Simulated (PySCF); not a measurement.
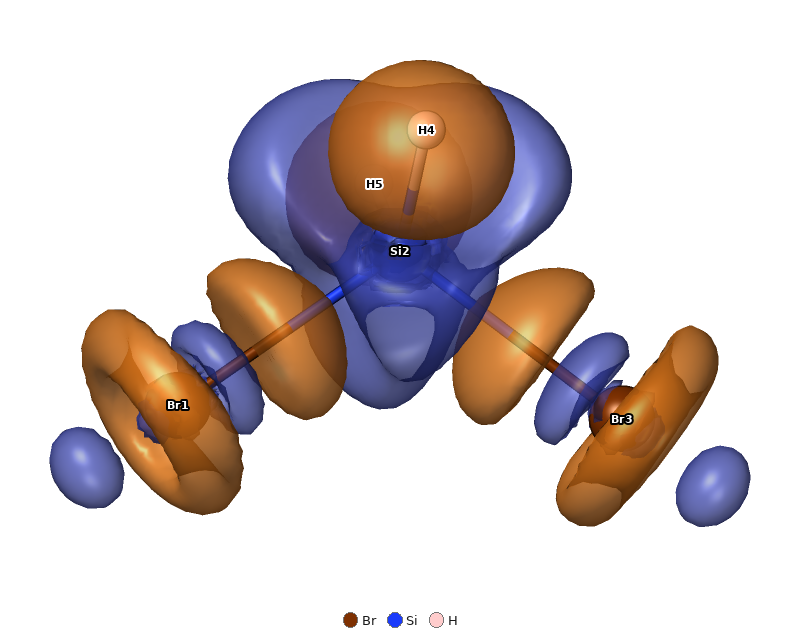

Br$_{2}$H$_{2}$Si, SMILES `Br[SiH2]Br`. Deformation density (molecule less spherical, spin-averaged free atoms at the same positions), surfaces at ±0.04 e/Å³; orange: gain, blue: loss.

PySCF calculation, PBE0/def2-TZVP, gas phase; geometry: GFN2-xTB. No frequency check shows the geometry to be a minimum. GFN2-xTB bond lengths at metals and heavier atoms can be off by up to 0.1 Å and shapes distorted, which carries into these values.

Cartesian coordinates (Å):

```
Br1      1.7868    0.2592    0.0000
Si2      0.0000   -1.0394    0.0000
Br3     -1.7868    0.2592   -0.0000
H4      -0.0008   -1.7971    1.2318
H5       0.0008   -1.7971   -1.2318
```

Q: How much density has each bond gained at its critical point, relative to the free atoms?

A: Si2–H4 and Si2–H5: +0.27 e/Å³ at the bond critical point (bond length 1.45 Å, Mayer order 0.9). Br1–Si2 and Si2–Br3: +0.07 e/Å³ at the bond critical point (bond length 2.21 Å, Mayer order 1.2); up to 0.6 Å beside the axis the gain reaches +0.17 e/Å³. In all, 1.1 electrons gather in the regions of gain relative to the promolecule. A small or negative value marks a very polar bond, one between electron-rich atoms, whose free-atom densities already overlap strongly, a long bond to a heavier atom, or a closed-shell contact such as a hydrogen bond.

Q: Where do the Hirshfeld charges lie?

A: The highest Hirshfeld charge is on Si2 (+0.30 e), the lowest on Br1 and Br3 (−0.09 e).
